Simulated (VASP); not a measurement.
# Which face does Ca expose?, part 3 of 4

Which face of Ca is cheapest, and which holds its electrons hardest?

VASP 6.6.1; PBEsol; plane waves and PAW (Ca_pv).

So far. Step 4 (Relaxing the slab, 7 atoms, face Ca(111)): The run ended after 4 ionic steps, 0.004 eV below its first step, once the forces on the free atoms met EDIFFG = -0.03. Step 5 (Vacuum level and density of states, 7 atoms, face …): The vacuum level lies 3.00 eV above the Fermi level at the upper face; both faces agree, as the slab has next to no dipole.

## Step 6: Surface relaxation, 7 atoms, face Ca(100)

Contents of INCAR:

```
SYSTEM = Ca
PREC = Normal
ENCUT = 320
EDIFF = 1E-05
NELM = 120
ISMEAR = 1
SIGMA = 0.15
LREAL = .FALSE.
ALGO = Fast
GGA = PS
NBANDS = 35
LORBIT = 11
LWAVE = .FALSE.
LCHARG = .FALSE.
KPAR = 4
IBRION = 2
NSW = 40
ISIF = 2
EDIFFG = -0.03
POTIM = 0.4
MAXMIX = 40
```

Contents of POSCAR:

```
Ca
1.0
    3.8585670989      0.0000000000      0.0000000000
    0.0000000000      3.8585670989      0.0000000000
    0.0000000000      0.0000000000     31.3705137678
Ca
7
Direct
    0.0000000000      0.0000000000      0.2390780100
    0.5000000000      0.5000000000      0.3260520100
    0.0000000000      0.0000000000      0.4130260000
    0.5000000000      0.5000000000      0.5000000000
    0.0000000000      0.0000000000      0.5869740000
    0.5000000000      0.5000000000      0.6739479900
    0.0000000000      0.0000000000      0.7609219900
```

Contents of KPOINTS:

```
Automatic mesh
0
Gamma
8 8 1
0 0 0
```

The projector-augmented-wave data sets are Ca_pv (PBE family, release 64).

Run with:

```console
> mpirun -np 4 vasp_std
```

The log of the run:

```text
[... set-up lines as in an earlier step ...]
 entering main loop
       N       E                     dE             d eps       ncg     rms          rms(c)
DAV:   1     0.453043189749E+03    0.45304E+03   -0.19439E+04  1165   0.145E+03
DAV:   2     0.514059726043E+02   -0.40164E+03   -0.39927E+03  1066   0.401E+02
DAV:   3    -0.104053166676E+02   -0.61811E+02   -0.61097E+02  1424   0.176E+02
DAV:   4    -0.146956020063E+02   -0.42903E+01   -0.42622E+01  1486   0.525E+01
DAV:   5    -0.149654374873E+02   -0.26984E+00   -0.26825E+00  1716   0.126E+01    0.254E+00
RMM:   6    -0.164784392608E+02   -0.15130E+01   -0.11011E+01  1284   0.110E+01    0.395E+00
RMM:   7    -0.139148673711E+02    0.25636E+01   -0.11133E+00  1210   0.694E+00    0.125E+00
RMM:   8    -0.138862259714E+02    0.28641E-01   -0.81557E-01  1369   0.294E+00    0.664E-01
RMM:   9    -0.139007611673E+02   -0.14535E-01   -0.39459E-01  1434   0.196E+00    0.309E-01
RMM:  10    -0.139016281757E+02   -0.86701E-03   -0.65156E-02  1409   0.106E+00    0.163E-01
RMM:  11    -0.139047899608E+02   -0.31618E-02   -0.29917E-02  1516   0.542E-01    0.786E-02
RMM:  12    -0.139069916978E+02   -0.22017E-02   -0.16835E-02  1406   0.279E-01    0.741E-02
RMM:  13    -0.139076131992E+02   -0.62150E-03   -0.48883E-03  1394   0.212E-01    0.288E-02
RMM:  14    -0.139081352892E+02   -0.52209E-03   -0.20733E-03  1124   0.124E-01    0.239E-02
RMM:  15    -0.139081620606E+02   -0.26771E-04   -0.21851E-03  1087   0.119E-01    0.153E-02
RMM:  16    -0.139081287784E+02    0.33282E-04   -0.45325E-04  1079   0.686E-02    0.689E-03
RMM:  17    -0.139081433116E+02   -0.14533E-04   -0.29914E-04   967   0.415E-02    0.698E-03
RMM:  18    -0.139082032176E+02   -0.59906E-04   -0.76358E-05   926   0.310E-02    0.562E-03
RMM:  19    -0.139082789942E+02   -0.75777E-04   -0.72360E-05   944   0.298E-02    0.291E-03
RMM:  20    -0.139083087468E+02   -0.29753E-04   -0.19217E-05   789   0.201E-02    0.156E-03
RMM:  21    -0.139083278078E+02   -0.19061E-04   -0.55713E-06   707   0.159E-02    0.148E-03
RMM:  22    -0.139083361802E+02   -0.83724E-05   -0.93951E-06   767   0.169E-02
   1 F= -.13908336E+02 E0= -.13905171E+02  d E =-.139083E+02
 curvature:   0.00 expect dE= 0.000E+00 dE for cont linesearch  0.000E+00
 trial: gam= 0.00000 g(F)=  0.847E-03 g(S)=  0.000E+00 ort = 0.000E+00 (trialstep = 0.100E+01)
 search vector abs. value=  0.847E-03
 bond charge predicted
       N       E                     dE             d eps       ncg     rms          rms(c)
DAV:   1    -0.139088979156E+02   -0.57011E-03   -0.50241E-02  1481   0.208E+00    0.371E-02
RMM:   2    -0.139090566083E+02   -0.15869E-03   -0.19621E-03  1210   0.324E-01    0.173E-02
RMM:   3    -0.139091307251E+02   -0.74117E-04   -0.82951E-04  1366   0.177E-01    0.108E-02
RMM:   4    -0.139091260541E+02    0.46710E-05   -0.12377E-04  1187   0.692E-02    0.106E-02
RMM:   5    -0.139091287193E+02   -0.26652E-05   -0.30634E-05   764   0.331E-02
   2 F= -.13909129E+02 E0= -.13906004E+02  d E =-.792539E-03
[...]
3 F= -.13911014E+02 E0= -.13907818E+02  d E =-.267745E-02
[...]
4 F= -.13912349E+02 E0= -.13909034E+02  d E =-.401315E-02
 curvature:  -3.36 expect dE=-0.614E-03 dE for cont linesearch -0.153E-03
 ZBRENT: bracketing found
 ZBRENT: interpolating
 opt :   8.0737  next Energy=   -13.912538 (dE=-0.420E-02)
 bond charge predicted
       N       E                     dE             d eps       ncg     rms          rms(c)
DAV:   1    -0.139116501075E+02    0.69630E-03   -0.18095E-01  1450   0.388E+00    0.206E-01
RMM:   2    -0.139120181952E+02   -0.36809E-03   -0.67080E-03  1231   0.597E-01    0.162E-01
RMM:   3    -0.139122496122E+02   -0.23142E-03   -0.21054E-03  1391   0.260E-01    0.141E-01
RMM:   4    -0.139122815508E+02   -0.31939E-04   -0.29795E-04  1241   0.101E-01    0.136E-01
RMM:   5    -0.139122907061E+02   -0.91552E-05   -0.61971E-05   865   0.461E-02
   5 F= -.13912291E+02 E0= -.13909017E+02  d E =-.395453E-02
 curvature:  -4.16 expect dE=-0.356E-03 dE for cont linesearch -0.257E-04
 trial: gam= 0.01569 g(F)=  0.857E-04 g(S)=  0.000E+00 ort = 0.724E-04 (trialstep = 0.241E+01)
 search vector abs. value=  0.881E-04
 reached required accuracy - stopping structural energy minimisation
```

Run time: 2.1 min. Hardware: 4 MPI ranks of AMD EPYC 7R43, shared host; peak memory 0.99 GiB; 8.4 min of CPU time.

OUTCAR, selected parts (step 6):

```text
   k-points           NKPTS =     15   k-points in BZ     NKDIM =     15   number of bands    NBANDS=     35

   ENCUT  =  320.0 eV  23.52 Ry    4.85 a.u.   5.63  5.63 45.76*2*pi/ulx,y,z

   NELECT =      56.0000    total number of electrons

 E-fermi :   0.3905

 k-point     1 :       0.0000    0.0000    0.0000
  band No.  band energies     occupation
    ...
     24      -2.9288      2.00000
     25      -2.3338      2.00000
     26      -1.6418      2.00000
     27      -0.9405      2.00000
     28      -0.3576      2.00000
     29       0.8451     -0.00016
     30       0.8653     -0.00007
     31       0.9742     -0.00000
     32       1.0525     -0.00000
     33       1.2499     -0.00000
    ...

  Total       -0.7882749     -0.7882749     -0.5041464      0.0000000      0.0000000      0.0000000
  in kB       -2.7040487     -2.7040487     -1.7293923      0.0000000      0.0000000      0.0000000
  external PRESSURE =      -2.3791633 kB  Pullay stress =       0.0000000 kB

 POSITION                                       TOTAL-FORCE (eV/Angst)
 -----------------------------------------------------------------------------------
      0.00000      0.00000      7.52475         0.000000      0.000000      0.021452
      1.92928      1.92928     10.20717        -0.000000      0.000000      0.010049
      0.00000      0.00000     12.95792        -0.000000     -0.000000     -0.023424
      1.92928      1.92928     15.68526        -0.000000      0.000000      0.000000
      0.00000      0.00000     18.41259         0.000000     -0.000000      0.023424
      1.92928      1.92928     21.16334        -0.000000     -0.000000     -0.010049
      0.00000      0.00000     23.84576        -0.000000      0.000000     -0.021452
 -----------------------------------------------------------------------------------
    total drift:                               -0.000000     -0.000000      0.000000

  FREE ENERGIE OF THE ION-ELECTRON SYSTEM (eV)
  ---------------------------------------------------
  free  energy   TOTEN  =       -13.9122907061 eV

  energy  without entropy=      -13.9024695735  energy(sigma->0) =      -13.90901700

[... 1 part as in an earlier step ...]

[... 15 further parts left out ...]
```

The run keeps the 16 symmetry operations of its start, so it cannot find a distortion of lower symmetry.

Step by step:

```tsv
step	energy less that of the first step (eV)	largest force (eV/Å)
1	0.0000	0.0794
2	-0.0008	0.0705
3	-0.0027	0.0466
4	-0.0040	0.0373
5	-0.0040	0.0234
```

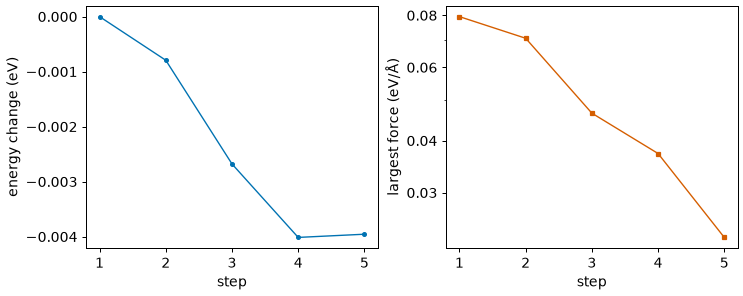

Energy and largest force along the relaxation.

The atoms that moved most (Å):

```tsv
atom	dx	dy	dz	length
Ca7	0.000	0.000	-0.025	0.025
Ca1	0.000	0.000	0.025	0.025
Ca2	0.000	0.000	-0.021	0.021
Ca6	0.000	0.000	0.021	0.021
```

Final coordinates:

```xyz
7
Lattice="3.8586 0.0000 0.0000 0.0000 3.8586 0.0000 0.0000 0.0000 31.3705" Properties=species:S:1:pos:R:3
Ca    0.0000    0.0000    7.5248
Ca    1.9293    1.9293   10.2072
Ca    0.0000    0.0000   12.9579
Ca    1.9293    1.9293   15.6853
Ca    0.0000    0.0000   18.4126
Ca    1.9293    1.9293   21.1633
Ca    0.0000    0.0000   23.8458
```

This step gave:

```
electronic cycles       : 45
free energy (TOTEN)     : -13.91 eV
energy at zero smearing : -13.91 eV
Fermi energy            : 0.3905 eV
```

The run ended after 5 ionic steps, 0.004 eV below its first step, once the forces on the free atoms met EDIFFG = -0.03.

## Step 7: Potential and states of the slab, 7 atoms, face Ca(100)

Contents of INCAR:

```
SYSTEM = Ca
PREC = Normal
ENCUT = 320
EDIFF = 1E-06
NELM = 120
ISMEAR = 1
SIGMA = 0.15
LREAL = .FALSE.
ALGO = Fast
GGA = PS
NBANDS = 35
LORBIT = 11
LWAVE = .FALSE.
LCHARG = .TRUE.
KPAR = 4
IDIPOL = 3
LDIPOL = .TRUE.
DIPOL = 0.5 0.5 0.5
LVHAR = .TRUE.
LVACPOTAV = .TRUE.
NEDOS = 1500
```

Contents of POSCAR:

```
Ca
1.0
    3.8585670989      0.0000000000      0.0000000000
    0.0000000000      3.8585670989      0.0000000000
    0.0000000000      0.0000000000     31.3705137678
Ca
7
Direct
    0.0000000000      0.0000000000      0.2398671143
    0.5000000000      0.5000000000      0.3253748068
    0.0000000000      0.0000000000      0.4130604992
    0.5000000000      0.5000000000      0.5000000000
    0.0000000000      0.0000000000      0.5869395008
    0.5000000000      0.5000000000      0.6746251932
    0.0000000000      0.0000000000      0.7601328857
```

KPOINTS is that of step 6.

Run with:

```console
> mpirun -np 4 vasp_std
```

The log of the run:

```text
[... set-up lines as in an earlier step ...]
 entering main loop
       N       E                     dE             d eps       ncg     rms          rms(c)
DAV:   1     0.451319776752E+03    0.45132E+03   -0.19467E+04  1186   0.145E+03
DAV:   2     0.510668469137E+02   -0.40025E+03   -0.39798E+03  1066   0.400E+02
DAV:   3    -0.105098890699E+02   -0.61577E+02   -0.60843E+02  1408   0.175E+02
DAV:   4    -0.146894497438E+02   -0.41796E+01   -0.41466E+01  1470   0.517E+01
DAV:   5    -0.149509397852E+02   -0.26149E+00   -0.26022E+00  1668   0.125E+01    0.252E+00
RMM:   6    -0.161905635282E+02   -0.12396E+01   -0.10107E+01  1445   0.105E+01    0.392E+00
RMM:   7    -0.139279178181E+02    0.22626E+01   -0.10034E+00  1391   0.637E+00    0.123E+00
RMM:   8    -0.138967244587E+02    0.31193E-01   -0.84547E-01  1550   0.284E+00    0.667E-01
RMM:   9    -0.139030133710E+02   -0.62889E-02   -0.29253E-01  1607   0.200E+00    0.306E-01
RMM:  10    -0.139055617793E+02   -0.25484E-02   -0.61621E-02  1570   0.972E-01    0.159E-01
RMM:  11    -0.139086837294E+02   -0.31220E-02   -0.28127E-02  1635   0.574E-01    0.796E-02
RMM:  12    -0.139104414459E+02   -0.17577E-02   -0.10438E-02  1699   0.303E-01    0.484E-02
RMM:  13    -0.139117875404E+02   -0.13461E-02   -0.35070E-03  1622   0.173E-01    0.297E-02
RMM:  14    -0.139119269115E+02   -0.13937E-03   -0.22143E-03  1657   0.102E-01    0.144E-02
RMM:  15    -0.139120538936E+02   -0.12698E-03   -0.96103E-04  1619   0.621E-02    0.939E-03
RMM:  16    -0.139120547040E+02   -0.81035E-06   -0.36429E-04  1399   0.342E-02    0.603E-03
RMM:  17    -0.139121135551E+02   -0.58851E-04   -0.16910E-04  1211   0.247E-02    0.413E-03
RMM:  18    -0.139121772352E+02   -0.63680E-04   -0.84288E-05  1176   0.165E-02    0.276E-03
RMM:  19    -0.139122319891E+02   -0.54754E-04   -0.37983E-05  1160   0.148E-02    0.182E-03
RMM:  20    -0.139122622891E+02   -0.30300E-04   -0.23341E-05  1118   0.111E-02    0.915E-04
RMM:  21    -0.139122680134E+02   -0.57243E-05   -0.98356E-06  1021   0.688E-03    0.685E-04
RMM:  22    -0.139122708391E+02   -0.28257E-05   -0.46755E-06   984   0.613E-03    0.648E-04
RMM:  23    -0.139122732088E+02   -0.23696E-05   -0.22666E-06   936   0.514E-03    0.369E-04
RMM:  24    -0.139122738578E+02   -0.64904E-06   -0.17301E-06   909   0.412E-03
 [... a notice as in an earlier step ...]

   1 F= -.13912274E+02 E0= -.13908975E+02  d E =-.989711E-02
```

The job ended after 59 s (4 MPI ranks; peak memory 0.91 GiB; 3.8 min of CPU time).

Parts of OUTCAR (step 7):

```text
   NELECT =      56.0000    total number of electrons

 dipolmoment           0.000000      0.000000      0.000000 electrons x Angstroem

 E-fermi :   0.3876

 k-point     1 :       0.0000    0.0000    0.0000
  band No.  band energies     occupation
    ...
     24      -2.9324      2.00000
     25      -2.3356      2.00000
     26      -1.6442      2.00000
     27      -0.9430      2.00000
     28      -0.3602      2.00000
     29       0.8446     -0.00014
     30       0.8655     -0.00006
     31       0.9712     -0.00000
     32       1.0493     -0.00000
     33       1.2564     -0.00000
    ...

  Total       -0.7519690     -0.7519690     -0.4445178      0.0000000      0.0000000      0.0000000
  in kB       -2.5795074     -2.5795074     -1.5248460      0.0000000      0.0000000      0.0000000
  external PRESSURE =      -2.2279536 kB  Pullay stress =       0.0000000 kB

 POSITION                                       TOTAL-FORCE (eV/Angst)
 -----------------------------------------------------------------------------------
      0.00000      0.00000      7.52475        -0.000000      0.000000      0.026434
      1.92928      1.92928     10.20717         0.000000     -0.000000      0.007074
      0.00000      0.00000     12.95792         0.000000      0.000000     -0.023041
      1.92928      1.92928     15.68526         0.000000     -0.000000      0.000000
      0.00000      0.00000     18.41259        -0.000000      0.000000      0.023041
      1.92928      1.92928     21.16334         0.000000     -0.000000     -0.007074
      0.00000      0.00000     23.84576        -0.000000     -0.000000     -0.026434
 -----------------------------------------------------------------------------------
    total drift:                                0.000000     -0.000000      0.000000

  FREE ENERGIE OF THE ION-ELECTRON SYSTEM (eV)
  ---------------------------------------------------
  free  energy   TOTEN  =       -13.9122738578 eV

  energy  without entropy=      -13.9023767460  energy(sigma->0) =      -13.90897482

 vacuum level on the upper side and lower side of the slab         3.196         3.196

[... 7 parts as in an earlier step ...]

[... 10 further parts left out ...]
```

Numbers from this step:

```
electronic cycles                          : 24
Fermi energy                               : 0.3876 eV
vacuum levels                              : 3.196, 3.196 eV
work functions of the upper and lower face : 2.808, 2.808 eV
```

The planar average of the electrostatic potential oscillates, so the rows of the table below give means over windows of 2.69 Å about each position, cut where the curve ends. Its maxima inside the range that stand out by 2 % of the span (Å: eV): 8.9: 0.563, 11.5: 0.653, 14.3: 0.623, 17.0: 0.623, 19.8: 0.653, 22.5: 0.563. Its minima: 7.5: -6.04, 10.2: -5.63, 13.0: -5.65, 15.7: -5.70, 18.4: -5.65, 21.2: -5.63, 23.9: -6.04.

Zero at the Fermi level. The planar average of the electrostatic potential by height; means over each step:

```tsv
height (Å)	planar average of the electrostatic potential (eV)
1.34	2.81
4.04	2.72
6.73	-1.81
9.42	-2.33
12.11	-2.22
14.80	-2.27
17.48	-2.25
20.18	-2.19
22.87	-2.46
25.56	0.838
28.25	2.79
30.94	2.81
```

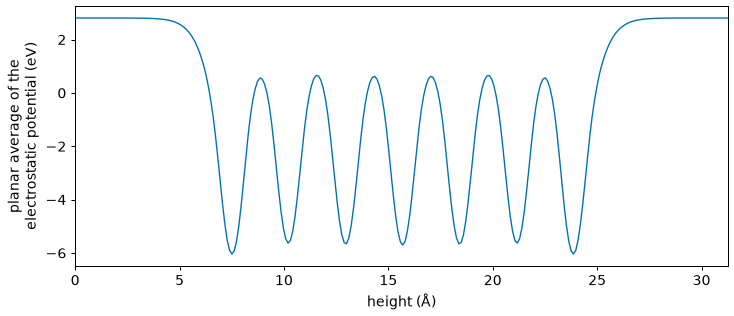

Planar average of the electrostatic potential, plotted against height.

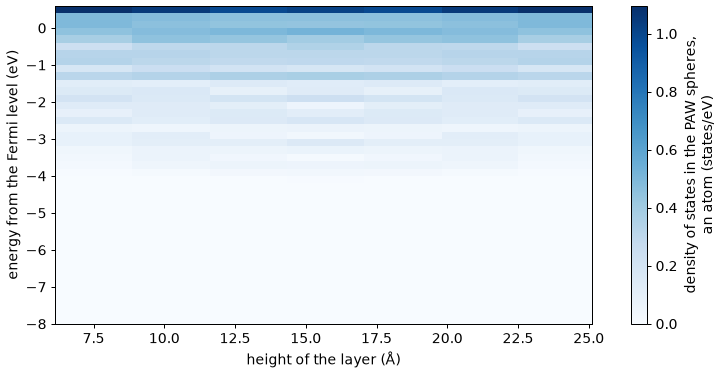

Density of states in the PAW spheres, an atom over height of the layer and energy from the Fermi level.

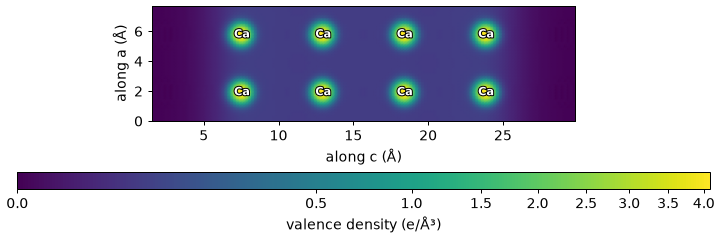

Valence density in the ca plane at fractional y = 0.000, with atoms of Ca within 0.2 Å of it. It is the smooth field of the valence electrons, not physical close to the nuclei. The map starts off the cell's origin, so that atoms lie inside it. The colour scale is stretched toward low values. The far vacuum is left out of the map.

The map of layer states is cut here 0.5 eV above the Fermi level, so it leaves out the states above that.

The vacuum level lies 2.81 eV above the Fermi level at the upper face; both faces agree, as the slab has next to no dipole.

The program found no field-free point at its default tolerance, but its printed level agrees with the flat part of the planar average.

On this mesh the fine structure of the density of states is sampling noise, and high empty states may be cut by the number of bands.

(Part 3 of 4 ends here.)

[Lines on the potential files, build, host, timing and source positions are cut from VASP's logs without a mark.]

[Logs are printed without paths, hosts, clocks, repeated set-up lines and the standing remarks that a program may print on its own settings, such as how far it seeks lower states.]

[Hosts, paths, dates, database ids (printed as entryN), source tags and the programs' standing remarks are cut or masked in the printed files.]

[Runs that stopped without an error message from VASP are left out.]
